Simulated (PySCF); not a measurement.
The calculation's input:

```
{"job": {"kind": "nmr", "xc": "PBE0", "basis": "pcSseg-1"}, "charge": 0, "multiplicity": 1}
C      3.618637    -0.938391     0.385727
S      1.948359    -1.611369     0.619537
Si     0.793441    -0.125868    -0.439109
N      0.606917     1.277105     0.536165
C     -0.611119     2.054497     0.393390
C     -1.831285     1.136136     0.436481
Si    -1.476541    -0.390320    -0.665750
C     -2.363768    -1.931940    -0.006040
H      4.315094    -1.687865     0.746298
H      3.792025    -0.747775    -0.669024
H      3.729099    -0.024144     0.960553
H      1.620021     0.123323    -1.636307
H      1.382854     1.815321     0.888506
H     -0.608920     2.610656    -0.556400
H     -0.656350     2.785953     1.205848
H     -2.714266     1.699019     0.138871
H     -1.985636     0.812897     1.466654
H     -1.932909    -0.085637    -2.034612
H     -2.201499    -2.780777    -0.661960
H     -3.435331    -1.770059     0.065669
H     -1.997742    -2.203820     0.979733
```

Launched as:

```sh
OMP_NUM_THREADS=1 python probes_run.py task.json out
```

Geometry: GFN2-xTB.

These are results of PySCF 2.14.0, PBE0/pcSseg-1, SCF density, gas phase, non-relativistic, not measurements.

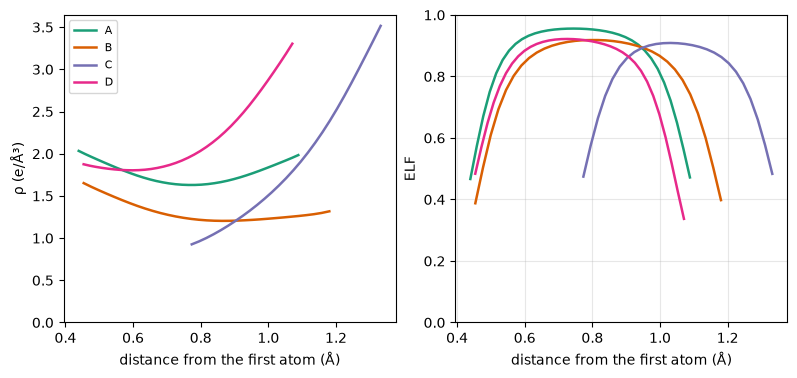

C₄H₁₃NSSi₂. Total electron density and ELF along straight lines between neighbouring atoms. The curves leave out the atomic cores.

Q: Which curve belongs to which contact (C–C, C–N, C–S and Si–N)? The first atom named is at distance zero.

A: Curve A: C–C (1.53 Å): ρ at the midpoint is about 1.6 e/Å³; the ELF peaks at about 0.95 between the atoms (a shared electron pair). Curve B: C–S (1.82 Å): ρ at the midpoint is about 1.2 e/Å³; the ELF peaks at about 0.90 between the atoms (localised, covalent bonding). Curve C: Si–N (1.72 Å): the density is about 1.1 e/Å³ at the midpoint; the ELF peaks at about 0.90 between the atoms; a polar covalent bond. Curve D: C–N (1.45 Å): ρ at the midpoint is about 1.9 e/Å³; the ELF peaks at about 0.90 between the atoms: localised, covalent bonding.
